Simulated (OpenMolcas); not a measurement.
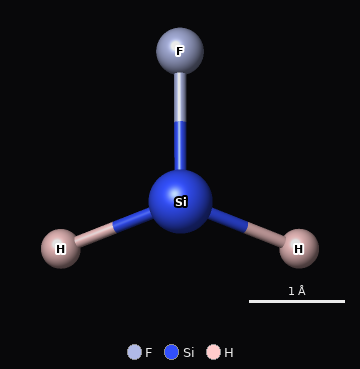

Figure 1. The input geometry (ball-and-stick view, seen on its broad side). Bond lengths as drawn: F–Si 1.62 Å and H–Si 1.45 Å.

# Run report: SiH₂F, energy and gradient calculation (part 1 of 4)

- system: SiH₂F, multiplicity 2
- method: B3LYP/6-31G*, UKS (OpenMolcas 26.06)

The geometry comes from this level: GFN2-xTB.

Input
```
&GATEWAY
BASLIB
$CurrDir
COORD
input.xyz
BASIS
6-31Gs
GROUP
NoSym
&SEWARD
GRIDINPUT
Grid=UltraFine
End of Grid
&SCF
UHF
SPIN
2
KSDFT
B3LYP
THRESHOLDS
1e-10 1e-07 1e-07 1e-05
PRORBITALS
1
&ALASKA
```

File input.xyz
```
4

F      1.205590     0.647540    -0.425510
Si    -0.122150    -0.264920    -0.246870
H     -1.219930     0.678520    -0.261640
H      0.136490    -1.061140     0.934020
```

Hardware: 1 thread of Arm Neoverse V2, 24 GiB of memory available, shared host.

Command:
```bash
export MOLCAS_MEM=1860
pymolcas run.inp > run.log
```

What the program printed
```
--- Start Module: gateway ---

                                              &GATEWAY

                       available to each process: 1.9 GB of memory, 1 thread

 Basis Set     1 Label: F.6-31GS
 Basis set is read from library:.
 basistype.tbl is not found

 Basis Set     2 Label: SI.6-31GS
 Basis set is read from library:.
 basistype.tbl is not found

 Basis Set     3 Label: H.6-31GS
 Basis set is read from library:.
 basistype.tbl is not found

++    Symmetry information:
      ---------------------

                    Character Table for C1

                             E
                    a        1  x, y, xy, Rz, z, xz, Ry, yz, Rx, I
--

++    Basis set information:
      ----------------------

      Basis set label: F.6-31GS.........

      Electronic valence basis set:
      ------------------
      Associated Effective Charge   9.000000 au
      Associated Actual Charge      9.000000 au
      Nuclear Model: Point charge

      Shell  nPrim  nBasis  Cartesian Spherical Contaminant
         s      10       3        X
         p       4       2        X
         d       1       1        X

      Basis set label: SI.6-31GS.........

      Electronic valence basis set:
      ------------------
      Associated Effective Charge  14.000000 au
      Associated Actual Charge     14.000000 au
      Nuclear Model: Point charge

      Shell  nPrim  nBasis  Cartesian Spherical Contaminant
         s      16       4        X
         p      10       3        X
         d       1       1        X

      Basis set label: H.6-31GS.........

      Electronic valence basis set:
      ------------------
      Associated Effective Charge   1.000000 au
      Associated Actual Charge      1.000000 au
      Nuclear Model: Point charge

      Shell  nPrim  nBasis  Cartesian Spherical Contaminant
         s       4       2        X
--

++    Molecular structure info:
      -------------------------

                    ************************************************
                    **** Cartesian Coordinates / bohr, angstrom ****
                    ************************************************

     Center  Label                x              y              z                     x              y              z
        1      F1               2.278235       1.223673      -0.804097              1.205590       0.647540      -0.425510
        2      SI2             -0.230830      -0.500626      -0.466517             -0.122150      -0.264920      -0.246870
        3      H3              -2.305334       1.282217      -0.494428             -1.219930       0.678520      -0.261640
        4      H4               0.257929      -2.005264       1.765042              0.136490      -1.061140       0.934020

                    ***************************************
                    *    InterNuclear Distances / bohr    *
                    ***************************************

               1 F1            2 SI2           3 H3            4 H4
    1 F1       0.000000
    2 SI2      3.063099        0.000000
    3 H3       4.594390        2.735484        0.000000
    4 H4       4.594361        2.735448        4.741629        0.000000

                    *******************************************
                    *    InterNuclear Distances / angstrom    *
                    *******************************************

               1 F1            2 SI2           3 H3            4 H4
    1 F1       0.000000
    2 SI2      1.620922        0.000000
    3 H3       2.431247        1.447556        0.000000
    4 H4       2.431231        1.447537        2.509162        0.000000

                    **************************************
                    *    Valence Bond Angles / degree    *
                    **************************************
                          Atom centers                 Phi
                      3 H3       2 SI2      4 H4       120.15
--

            Nuclear Potential Energy             55.49945726 au

--- Stop Module: gateway /rc=_RC_ALL_IS_WELL_ ---

--- Start Module: seward ---

                                              &SEWARD

                       available to each process: 1.9 GB of memory, 1 thread

               SEWARD will generate:
                  Multipole Moment integrals up to order  2
                  Kinetic Energy integrals
                  Nuclear Attraction integrals (point charge)
                  One-Electron Hamiltonian integrals
                  Velocity integrals
                  Orbital angular momentum around (  0.7095   0.1738  -0.5521 )
                  Velocity quadrupole around (  0.7095   0.1738  -0.5521 )
                  Two-Electron Repulsion integrals

                   Integrals are discarded if absolute value <: 1.00E-14
                   Integral cutoff threshold is set to       <: 1.00E-16

            Nuclear Potential Energy             55.49945726 au

      Basis set specifications :
      Symmetry species         a
      Basis functions           38

--- Stop Module: seward /rc=_RC_ALL_IS_WELL_ ---

--- Start Module: scf ---

                                                &SCF

                       available to each process: 1.9 GB of memory, 1 thread

++    Input section:
      --------------

      Header of the integral files:

      Cartesian coordinates in angstrom:
      -----------------------------------------------------
      No.  Label        X            Y            Z
      -----------------------------------------------------
       1   F1         1.20559000   0.64754000  -0.42551000
       2   SI2       -0.12215000  -0.26492000  -0.24687000
       3   H3        -1.21993000   0.67852000  -0.26164000
       4   H4         0.13649000  -1.06114000   0.93402000
      -----------------------------------------------------
      Nuclear repulsion energy =   55.49945726
--

++    Orbital specifications:
      -----------------------

      Symmetry species               1
                                     a
      Frozen orbitals                0
      Occupied orbitals alpha       13
      Occupied orbitals beta        12
      Secondary orbitals alpha      25
      Secondary orbitals beta       26
      Deleted orbitals               0
      Total number of orbitals      38
      Number of basis functions     38
--

      Molecular charge                           0.000

      Numerical integration parameters
      --------------------------------
      Radial quadrature type:                         MHL
      Size of radial grid:                            99
      Lebedev angular grid:                           41
      Angular grid pruned with the crowding factor:  1.00E+10
                                 and fading factor:  1.00E+01
      Screening threshold for integral computation:   1.00E-11
      Radial quadrature accuracy:                     1.00E-25
      Maximum batch size:                             128
      AO values are stored on disk
      The same grid will be used for all iterations.

      DFT functional specifications
      -----------------------------
      Using Libxc version: 6.2.2
      Please cite the following reference:
      S. Lehtola, C. Steigemann, M. J.T. Oliveira, and M. A.L. Marques.,  SoftwareX 7, 1–5 (2018) doi:10.1016/j.softx.2017.11.002

      * B3LYP

++    Optimization specifications:
      ----------------------------

      SCF Algorithm: Conventional USCF
      D(i)-D(i-1) density differences are used
      Number of density matrices in core                 5
      Maximum number of NDDO SCF iterations            400
      Maximum number of HF SCF iterations              400
      Threshold for SCF energy change             1.00E-10
      Threshold for density matrix                1.00E-07
      Threshold for Fock matrix                   1.00E-07
      Threshold for linear dependence             1.00E-09
      Threshold at which DIIS is turned on        1.50E-01
      Maximum depth in the DIIS procedure                5
      Maximum depth in the BFGS Hessian update          30
      Threshold at which QNR/C2DIIS is turned on  7.50E-02
      Threshold for Norm(delta) (QNR/C2DIIS)      1.00E-05
      All orbitals punched on: UHFORB
--

      Input vectors read from INPORB
      Orbital file label: *Guess orbitals

++ Convergence information
                               UHF B3LYP      iterations: Energy and convergence statistics

Iter     Tot. B3LYP      One-elec.       Two-elec.     Energy      Max Dij or  Max Fij      DNorm      TNorm      AccCon     Time
         Energy          Energy          Energy        Change      Delta Norm                                                in Sec.
   1  -390.321740090  -677.186377727   231.365180378   0.00E+00    6.05E-01*   2.02E-01*    6.52E+00   1.38E+02   None         1.
   2  -390.227268674  -676.214110442   230.487384508   9.45E-02*   1.35E-01*   8.86E-02*    2.61E+00   1.38E+02   EDIIS        0.
   3  -390.509429111  -679.400424567   233.391538196  -2.82E-01*   8.56E-02*   2.99E-02*    7.33E-01   1.39E+02   c2DIIS       0.
   4  -390.520476636  -677.659488981   231.639555085  -1.10E-02*   1.20E-02*   6.95E-03*    4.01E-01   1.38E+02   c2DIIS       0.
   5  -390.521863295  -678.188286786   232.166966231  -1.39E-03*   1.08E-02*   8.60E-04*    5.58E-02   1.39E+02   QNRc2DIIS    0.
   6  -390.521869205  -678.125608809   232.104282344  -5.91E-06*   4.17E-03*   9.91E-04*    2.22E-02   1.39E+02   QNRc2DIIS    0.
   7  -390.521873668  -678.151951114   232.130620187  -4.46E-06*   2.03E-03*   2.77E-04*    5.65E-03   1.39E+02   QNRc2DIIS    0.
   8  -390.521874435  -678.156039621   232.134707927  -7.66E-07*   7.20E-04*   7.55E-05*    3.89E-03   1.39E+02   QNRc2DIIS    0.
   9  -390.521874528  -678.153210513   232.131878726  -9.29E-08*   8.24E-05*   9.76E-06*    1.33E-03   1.39E+02   QNRc2DIIS    0.
  10  -390.521874528  -678.153372782   232.132040994  -8.90E-10*   1.93E-05*   2.71E-06*    1.39E-04   1.39E+02   QNRc2DIIS    0.
  11  -390.521874529  -678.153343064   232.132011276  -8.44E-11    4.25E-06    4.34E-07*    2.88E-05   1.39E+02   QNRc2DIIS    0.
  12  -390.521874529  -678.153342157   232.132010369  -2.50E-12    1.34E-06    1.09E-07*    6.85E-06   1.39E+02   QNRc2DIIS    0.
  13  -390.521874529  -678.153341312   232.132009523   5.68E-14*   2.65E-07    4.22E-08     2.26E-06   1.39E+02   QNRc2DIIS    0.
  14  -390.521874529  -678.153341570   232.132009781  -6.82E-13    4.47E-08    4.71E-09     4.13E-07   1.39E+02   QNRc2DIIS    0.

       Convergence after  14 Iterations
--

 *****************************************************************************************************************************
 *                                             SCF/KS-DFT Program, Final results                                             *
 *                                                       Final Results                                                       *
 *****************************************************************************************************************************

::    Total KS-DFT energy                            -390.5218745285
      One-electron energy                            -678.1533415695
      Two-electron energy                             232.1320097814
      Nuclear repulsion energy                         55.4994572596
      Kinetic energy (interpolated)                   388.9185571140
      Virial theorem                                    1.0041225017
      Total spin, S(S+1)                                0.7509009971
      Total spin, S                                     0.5004503971
      Max non-diagonal density matrix element           0.0000000233
      Max non-diagonal Fock matrix element              0.0000000008

      All orbitals with orbital energies smaller than  E(LUMO)+0.5 are printed

++    Molecular orbitals:
      -------------------

      Title: UKS-DFT orbitals (alpha)

      Molecular orbitals for symmetry species 1: a

          Orbital            1         2         3         4         5         6         7         8         9        10
          Energy          -66.1696  -24.6793   -5.3194   -3.6806   -3.6785   -3.6750   -1.1677   -0.5566   -0.4445   -0.4371
          Occ. No.          1.0000    1.0000    1.0000    1.0000    1.0000    1.0000    1.0000    1.0000    1.0000    1.0000

        1 F1     1s        -0.0000    0.9930   -0.0001   -0.0003   -0.0009    0.0000   -0.2290    0.0538   -0.0233    0.0000
        2 F1     1s        -0.0002    0.0196    0.0012    0.0011    0.0021    0.0000    0.5149   -0.1044    0.0350   -0.0000
        3 F1     1s         0.0009    0.0154   -0.0040   -0.0024   -0.0038   -0.0000    0.4748   -0.2187    0.1183   -0.0000
        4 F1     2px        0.0002   -0.0005   -0.0008   -0.0008   -0.0018    0.0002   -0.0599   -0.2683    0.3225    0.2751
        5 F1     2px       -0.0004    0.0005    0.0018    0.0006    0.0015   -0.0006   -0.0360   -0.1625    0.1967    0.1877
        6 F1     2py        0.0001   -0.0004   -0.0005   -0.0003   -0.0013   -0.0003   -0.0417   -0.1775    0.3734   -0.3529
        7 F1     2py       -0.0002    0.0003    0.0012    0.0000    0.0012    0.0008   -0.0247   -0.1074    0.2383   -0.2407
        8 F1     2pz       -0.0000    0.0001    0.0001    0.0004    0.0001    0.0002    0.0074    0.0461    0.1774    0.2425
        9 F1     2pz        0.0001   -0.0000   -0.0003   -0.0007    0.0001   -0.0006    0.0049    0.0280    0.1235    0.1654
       10 F1     d200      -0.0001   -0.0048    0.0006    0.0005    0.0009    0.0001    0.0146    0.0124   -0.0080   -0.0095
       11 F1     d110      -0.0001   -0.0002    0.0006    0.0008    0.0015   -0.0001    0.0128    0.0136   -0.0140    0.0057
       12 F1     d101       0.0000    0.0000   -0.0001   -0.0000   -0.0004    0.0001   -0.0024   -0.0032   -0.0054   -0.0070
       13 F1     d020      -0.0001   -0.0047    0.0004    0.0003    0.0003   -0.0001    0.0100    0.0068   -0.0079    0.0083
       14 F1     d011       0.0000    0.0000   -0.0001    0.0000   -0.0003    0.0001   -0.0010   -0.0024   -0.0030   -0.0074
       15 F1     d002      -0.0000   -0.0047    0.0002    0.0000   -0.0002   -0.0000    0.0060    0.0023   -0.0005    0.0012
       16 SI2    1s         0.9966    0.0000   -0.2681    0.0002    0.0010   -0.0000    0.0123    0.0559    0.0121   -0.0000
       17 SI2    1s         0.0129   -0.0001    1.0236   -0.0007   -0.0040    0.0000   -0.0581   -0.2551   -0.0637    0.0000
       18 SI2    1s        -0.0274    0.0002    0.0757    0.0013    0.0012    0.0000    0.0871    0.5689    0.0847   -0.0000
       19 SI2    1s         0.0041   -0.0011   -0.0148    0.0020    0.0007    0.0000    0.0085    0.1042    0.1329   -0.0000
       20 SI2    2px        0.0000   -0.0001    0.0029    0.1209    0.8251    0.5359   -0.0437   -0.0031    0.1072   -0.0679
       21 SI2    2px       -0.0002    0.0006    0.0013    0.0041    0.0273    0.0173    0.0509   -0.0056   -0.2458    0.1613
       22 SI2    2px       -0.0000   -0.0006   -0.0000   -0.0011   -0.0068   -0.0035   -0.0006   -0.0252   -0.0031    0.0595
       23 SI2    2py        0.0000   -0.0001    0.0014    0.6198    0.3554   -0.6874   -0.0300   -0.0150    0.0391    0.0871
       24 SI2    2py       -0.0002    0.0004    0.0011    0.0195    0.0120   -0.0222    0.0347    0.0214   -0.0883   -0.2068
       25 SI2    2py       -0.0001   -0.0005    0.0002   -0.0051   -0.0029    0.0045   -0.0000   -0.0215    0.0239   -0.0764
       26 SI2    2pz        0.0000    0.0000   -0.0012    0.7646   -0.4189    0.4724    0.0059   -0.0183   -0.0647   -0.0599
       27 SI2    2pz       -0.0000   -0.0001    0.0000    0.0237   -0.0134    0.0153   -0.0073    0.0374    0.1505    0.1421
       28 SI2    2pz       -0.0001   -0.0000    0.0003   -0.0062    0.0035   -0.0031    0.0007   -0.0027    0.0383    0.0525
       29 SI2    d200       0.0054    0.0002   -0.0100   -0.0001    0.0004   -0.0003    0.0060   -0.0053   -0.0160    0.0059
       30 SI2    d110      -0.0001    0.0004    0.0006    0.0002    0.0017    0.0005    0.0222   -0.0113   -0.0588    0.0074
       31 SI2    d101       0.0000   -0.0001   -0.0001    0.0003   -0.0007    0.0003   -0.0045    0.0044    0.0307    0.0203
       32 SI2    d020       0.0055    0.0001   -0.0103   -0.0002   -0.0004   -0.0002   -0.0025   -0.0042    0.0117   -0.0192
       33 SI2    d011       0.0001   -0.0000   -0.0002   -0.0005    0.0000   -0.0006   -0.0027   -0.0105   -0.0019   -0.0062
       34 SI2    d002       0.0055   -0.0000   -0.0106   -0.0006   -0.0006    0.0005   -0.0096   -0.0063    0.0165    0.0133
       35 H3     1s         0.0001    0.0001   -0.0005    0.0000    0.0004    0.0004    0.0054    0.1355    0.1257   -0.1290
       36 H3     1s         0.0002    0.0003   -0.0005   -0.0011    0.0001    0.0020   -0.0014    0.0914    0.0896   -0.0777
       37 H4     1s         0.0001    0.0001   -0.0005    0.0000    0.0004   -0.0004    0.0054    0.1355    0.1258    0.1290
       38 H4     1s         0.0002    0.0003   -0.0005   -0.0011    0.0001   -0.0020   -0.0014    0.0914    0.0896    0.0777

          Orbital           11        12        13        14        15        16        17        18        19        20
          Energy           -0.4218   -0.3575   -0.2173   -0.0045    0.0849    0.0922    0.1591    0.2176    0.2281    0.3206
          Occ. No.          1.0000    1.0000    1.0000    0.0000    0.0000    0.0000    0.0000    0.0000    0.0000    0.0000
```
